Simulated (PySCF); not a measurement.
## Electronic structure of C$_{3}$H$_{11}$BOS in real space

```yaml
atoms:
  - { symbol: C, position_ang: [2.2135, -0.2060, 0.1284] }
  - { symbol: O, position_ang: [1.3403, 0.1890, -0.9026] }
  - { symbol: B, position_ang: [0.9758, -0.5700, -1.9190] }
  - { symbol: S, position_ang: [-1.1294, 0.0370, 1.7825] }
  - { symbol: C, position_ang: [-1.9190, -0.9286, 0.4661] }
  - { symbol: C, position_ang: [-1.0597, 1.6416, 0.9373] }
  - { symbol: H, position_ang: [1.6683, -0.1775, 1.0750] }
  - { symbol: H, position_ang: [3.0412, 0.5053, 0.1721] }
  - { symbol: H, position_ang: [2.6035, -1.2135, -0.0378] }
  - { symbol: H, position_ang: [0.2264, -0.0738, -2.6740] }
  - { symbol: H, position_ang: [1.3645, -1.6770, -2.0607] }
  - { symbol: H, position_ang: [-2.9145, -0.5351, 0.2772] }
  - { symbol: H, position_ang: [-1.9862, -1.9526, 0.8179] }
  - { symbol: H, position_ang: [-1.3072, -0.8786, -0.4313] }
  - { symbol: H, position_ang: [-0.4688, 1.5404, 0.0312] }
  - { symbol: H, position_ang: [-0.5863, 2.3396, 1.6199] }
  - { symbol: H, position_ang: [-2.0694, 1.9718, 0.7080] }
```

Geometry: GFN2-xTB; at this geometry the atoms fall into two loosely joined parts.

Level of theory: PBE0/pcSseg-1, SCF density, gas phase, non-relativistic (PySCF 2.14.0).

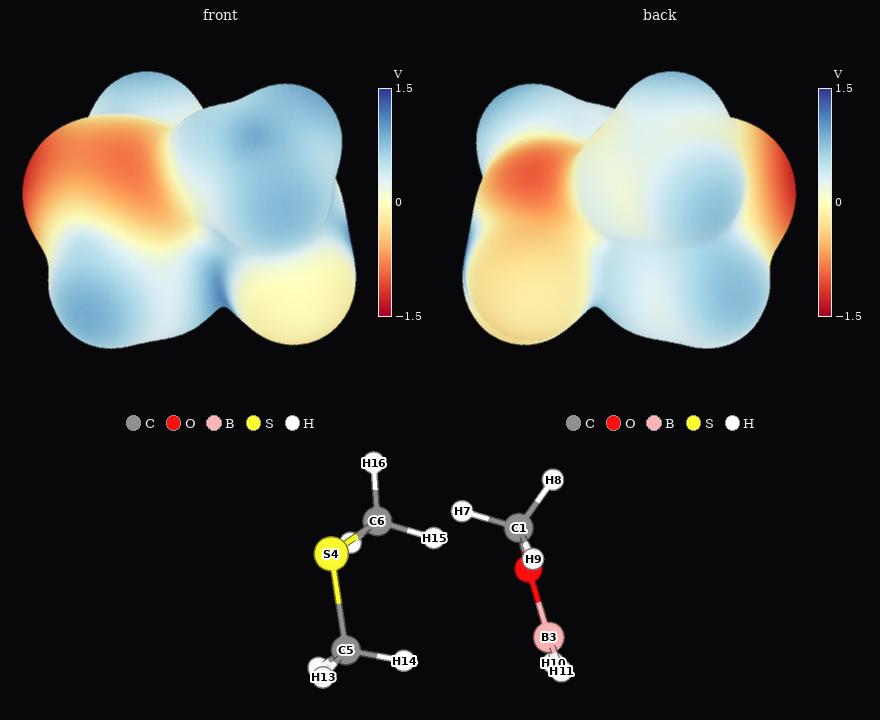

Figure 1. The electrostatic potential painted on the density surface at 0.002 e/bohr³, seen from the front and from behind; the colour scale runs from red (negative) to blue (positive). The bare structure is drawn below in the same view.

Describe the electrostatic potential map.

The most negative region (about −1.2 V) lies over S4, the most positive (about +1.0 V) over B3.

What dipole moment does the calculation give?

Its dipole moment is 0.66 D.

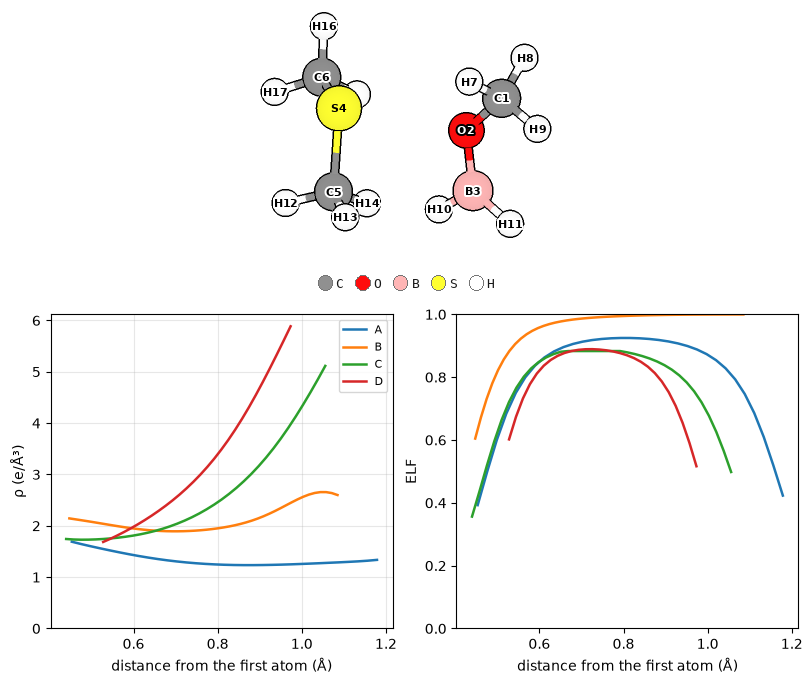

Figure 2. Electron density and electron localisation function along straight lines between neighbouring atoms. The curves leave out the atomic cores. The structure is drawn too.

Which curve belongs to which contact (B–O, C–H, C–O and C–S)? The first atom named is at distance zero.

Curve A: C–S (1.81 Å): ρ is about 1.2 e/Å³ halfway; the ELF peaks at about 0.90 between the atoms: localised, covalent bonding. Curve B: C–H (1.08 Å): ρ is about 2 e/Å³ halfway; the ELF climbs to about 1 towards the hydrogen, as it does in any bond to H: a covalent bond by its length. Curve C: C–O (1.41 Å): ρ is about 2 e/Å³ halfway, with its minimum of 1.7 e/Å³ about 0.5 Å from C; the ELF peaks at about 0.90 between the atoms: a polar covalent bond. Curve D: B–O (1.32 Å): the density is about 2.3 e/Å³ at the midpoint; the ELF peaks at about 0.90 between the atoms; a short, strongly polar bond.
